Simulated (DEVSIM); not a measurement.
Structure: illuminated Si p-on-n cell, one wavelength, with a back-surface field, at 300 K.

```tsv
layer (left to right)	material	thickness (μm)	Nd (cm⁻³)	Na (cm⁻³)	τn (s)	τp (s)	absorption coefficient (cm⁻¹)
1	Si	0.590	-	7.2e18	6.1e-5	1.9e-5	4800
2	Si	68.0	4.9e16	-	0.00016	0.00016	4800
3	Si	0.100	1e18	-	0.00016	0.00016	4800
```

Left contact: ohmic, minority electron recombination velocity 90 cm/s. Right contact: ohmic, minority hole recombination velocity 60 cm/s. Voltage is applied to the left contact. Recombination: SRH at mid-gap, radiative, Auger. Gap narrowing is on: ΔEg = 6.92 meV × (l + √(l² + 0.5)), l = ln(N/1.3e17 cm⁻³), shared equally by both band edges. Light enters at the left, 2.5e18 photons cm⁻² s⁻¹, one pass, no reflection. Mobility is constant in doping.

Constants are typed, rounded textbook-type inputs, not results; the design itself was drawn at random and stands for no fabricated device. Values at 300 K.

```tsv
parameter	Si
gap (eV)	1.124
affinity (eV)	4.05
permittivity	11.7
Nc (cm⁻³)	2.86e19
Nv (cm⁻³)	3.1e19
μn (cm²/Vs)	1417
μp (cm²/Vs)	470
B (cm³/s)	4.7e-15
Cn (cm⁶/s)	2.8e-31
Cp (cm⁶/s)	9.9e-32
```

DEVSIM, 1D drift-diffusion, Boltzmann statistics, complete ionisation; no tunnelling, impact ionisation, image-force lowering or self-heating.

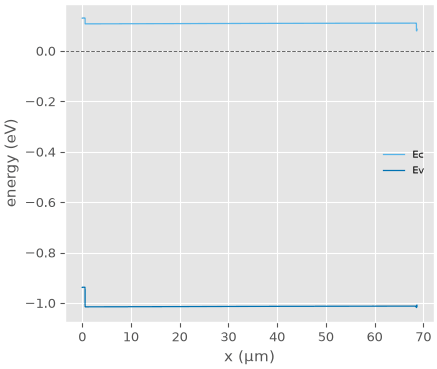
*Band edges at 0.9 V on the left contact, in the dark*

Energies count from the Fermi level of the right contact; mesh points crowd at the junctions.

```
x (μm)   Ec (eV)  Ev (eV)  n (cm⁻³)  p (cm⁻³)  field (V/cm)
-------  -------  -------  --------  --------  ------------
0.000      0.130   -0.938    1.7e17    7.2e18          2900
0.03816    0.131   -0.937    1.7e17    7.4e18           ≈ 0
0.1379     0.131   -0.937    1.7e17    7.4e18           ≈ 0
0.3596     0.131   -0.937    1.7e17    7.4e18           ≈ 0
0.5416     0.131   -0.937    1.7e17    7.4e18           ≈ 0
0.5858     0.130   -0.938    1.8e17    7.0e18         -8900
0.6203     0.108   -1.015    4.1e17    3.7e17          -100
0.7747     0.108   -1.015    4.1e17    3.7e17           ≈ 0
1.121      0.108   -1.015    4.1e17    3.7e17           ≈ 0
2.045      0.108   -1.015    4.1e17    3.6e17           ≈ 0
4.666      0.108   -1.015    4.1e17    3.6e17           ≈ 0
15.69      0.108   -1.014    4.1e17    3.6e17           ≈ 0
40.87      0.110   -1.013    4.0e17    3.5e17           ≈ 0
58.19      0.110   -1.012    4.0e17    3.5e17           ≈ 0
65.79      0.110   -1.012    4.0e17    3.5e17           ≈ 0
67.59      0.111   -1.012    4.0e17    3.5e17           ≈ 0
68.23      0.111   -1.012    4.0e17    3.5e17           ≈ 0
68.47      0.111   -1.012    4.0e17    3.5e17           ≈ 0
68.58      0.110   -1.012    4.1e17    3.4e17         -1400
68.61      0.080   -1.015    1.3e18    3.1e17          -210
68.65      0.080   -1.015    1.3e18    3.1e17           ≈ 0
68.69      0.087   -1.008    1.0e18    4.0e17         19000
```
